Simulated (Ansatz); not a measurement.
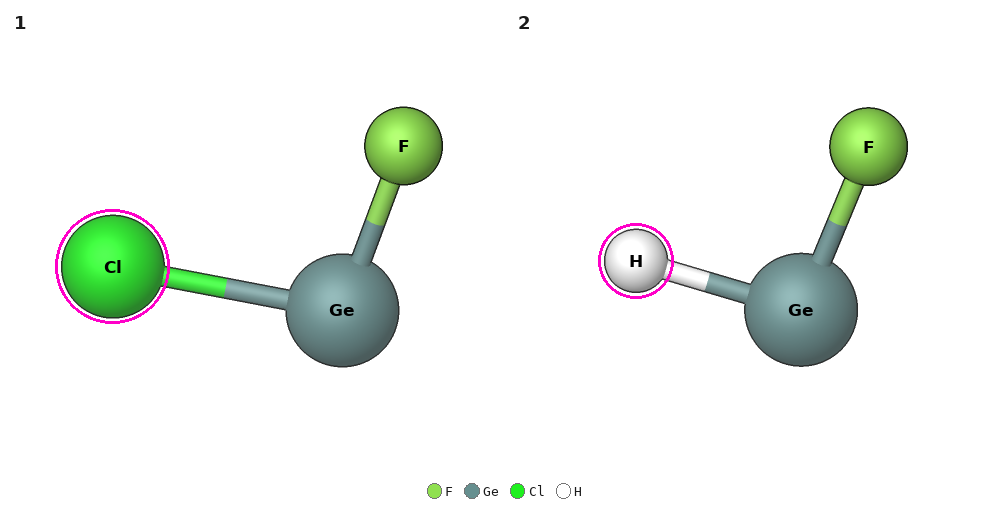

2 molecules with one skeleton, seen from the same side and at one scale; the atom that differs is circled. Charge 0, singlet. Computed geometries: PBE0-D4/def2-TZVP optimisations, one conformation each. Properties computed with Ansatz 0.2.0.

One atom differs, called X below: Cl in panel 1, H in panel 2. Their formulas are GeClF (`[F][Ge][Cl]`), FGeH (`[F][GeH]`).

### In which is the HOMO–LUMO gap larger (ωB97M-V/def2-QZVPP)?

In panel 1 (X = Cl).

### In which is the HOMO energy (Kohn–Sham orbital) higher (ωB97M-V/def2-QZVPP)?

In panel 2 (X = H).

Give the values. With PBE0-D4/def2-TZVP: length of X–Ge (Å), angle F–Ge–X (°), harmonic zero-point energy (kJ/mol), harmonic X–Ge stretching wavenumber (cm⁻¹). With ωB97M-V/def2-QZVPP: HOMO energy (Kohn–Sham orbital) (eV), HOMO–LUMO gap (eV). With PBE-D4/def2-TZVPP: dipole moment (D), vertical ionisation energy (eV).

```json
{"quantity": "length of X–Ge (Å)", "1 (Cl)": "2.180", "2 (H)": "1.609", "2 − 1": "−0.571"}
{"quantity": "angle F–Ge–X (°)", "1 (Cl)": "98.4", "2 (H)": "94.2", "2 − 1": "−4.2"}
{"quantity": "HOMO energy (Kohn–Sham orbital) (eV)", "1 (Cl)": "−10.63", "2 (H)": "−9.43", "2 − 1": "+1.20"}
{"quantity": "HOMO–LUMO gap (eV)", "1 (Cl)": "9.68", "2 (H)": "8.49", "2 − 1": "−1.19"}
{"quantity": "dipole moment (D)", "1 (Cl)": "2.09", "2 (H)": "1.71", "2 − 1": "−0.38"}
{"quantity": "vertical ionisation energy (eV)", "1 (Cl)": "10.63", "2 (H)": "9.69", "2 − 1": "−0.94"}
{"quantity": "harmonic zero-point energy (kJ/mol)", "1 (Cl)": "7.7", "2 (H)": "19.8", "2 − 1": "+12.1"}
{"quantity": "harmonic X–Ge stretching wavenumber (cm⁻¹)", "1 (Cl)": "403", "2 (H)": "1874", "2 − 1": "+1471"}
```
